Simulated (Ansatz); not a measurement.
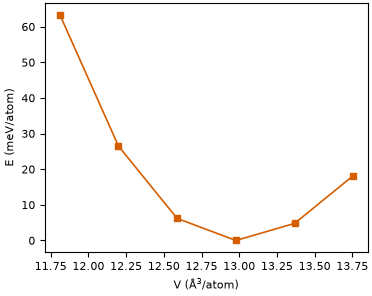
Figure. TiNi in space group Pmma (No. 51; Ti on 2f, Ni on 2e) under volume change, DFT-PBEsol in the program Ansatz with PAW potentials, shape and atoms relaxed at each volume.

What does a third-order Birch–Murnaghan fit give for V₀, B₀ and B′?

V₀ = 13.00 Å³/atom, B₀ = 151 GPa, B′ = 5.8.

The workflow started from a Materials Project entry (that database holds measured and hypothetical structures alike); the Crystallography Open Database copy checked does not list it. COD files the formula under space group No. 11, 147. Its standing as an ambient phase is unchecked. Symmetry was held in the PBEsol relaxation. At this level the phase is mechanically unstable. No spin polarisation was allowed.

Potentials: the later of the program's two PAW sets.
